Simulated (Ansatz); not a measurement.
Computed against measured: atomisation enthalpy at 298 K

8 molecules without hydrogen; the atomisation enthalpy at 298 K in kJ/mol, computed less measured. Shapes, held fixed at every level: PBE0-D4/def2-TZVP. Flexible molecules stand in one conformer, not always the lowest. Thermal terms are harmonic and unscaled (PBE0-D4/def2-TZVP); the spin-orbit lowering of the free atoms is taken from their spectra. Programs: Ansatz 0.2.0. Measured values: Active Thermochemical Tables, CRC Handbook of Chemistry and Physics, NIST-JANAF tables.

Levels: A = PBE-D4/def2-TZVPP; B = PBE0-D4/def2-TZVPP; C = MP2/def2-TZVPP.

| molecule | from tabulated heats | A | B | C |
| --- | --- | --- | --- | --- |
| BCl2F (dichlorofluoroborane) | 1537 | +60 | +17 | +44 |
| BCl3 (boron trichloride) | 1337 | +64 | +34 | +40 |
| SbBr3 (antimony bromide) | 792 | +58 | +11 | -24 |
| PF3 (SMILES FP(F)F) | 1513 | +43 | -40 | +8 |
| SO3 (sulfur trioxide) | 1420 | +125 | -21 | +49 |
| CBr2Cl2 (dibromodichloromethane) | 1180 | +88 | +21 | +31 |
| C2Cl3F3 (1,1,2-trichlorotrifluoroethane) | 2753 | +195 | +53 | +75 |
| S8 (cyclooctasulfur) | 2115 | +266 | +97 | -49 |

(1) Sum up the errors.

Answers

(1) 
```
             level                 kind  mean error  mean absolute error  worst case
 PBE-D4/def2-TZVPP                  GGA      +112.4                112.4          S8
PBE0-D4/def2-TZVPP        global hybrid       +21.5                 36.8          S8
    MP2/def2-TZVPP  perturbation theory       +21.8                 40.0     C2Cl3F3
```

On this set PBE0-D4/def2-TZVPP has the smallest mean absolute error and PBE-D4/def2-TZVPP the largest. PBE-D4/def2-TZVPP is too high in 8 of 8; PBE0-D4/def2-TZVPP is too high in 6 of 8; MP2/def2-TZVPP is too high in 6 of 8. The heats of SbBr3, C2Cl3F3 come from older tables and can be uncertain by 10 kJ/mol or more. The molecules' own spin-orbit binding is left out, so errors for heavy halides read too negative. Heats of the atoms come from ATcT where it has them, that of boron, 570 kJ/mol, from recent work. The tabulated value of BCl2F is in doubt (older tables, estimates, or at odds with other calculations) and kept here. Over the 7 molecules whose values aren't doubted the mean absolute errors are A 119.9; B 39.6; C 39.4. The smallest two are near a tie. Correlated wave functions converge slowly with the basis. For atoms past krypton def2 sets carry core potentials with scalar relativity. Relativity is left out for Br. Outer-core shells of Br, Sb are correlated, in sets that cover them unevenly. The set is small.

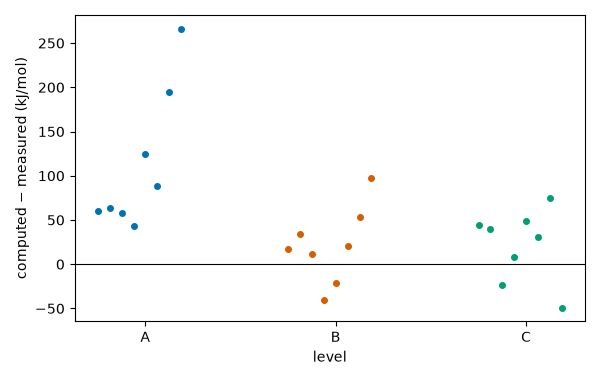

Errors of each level, one point a molecule.
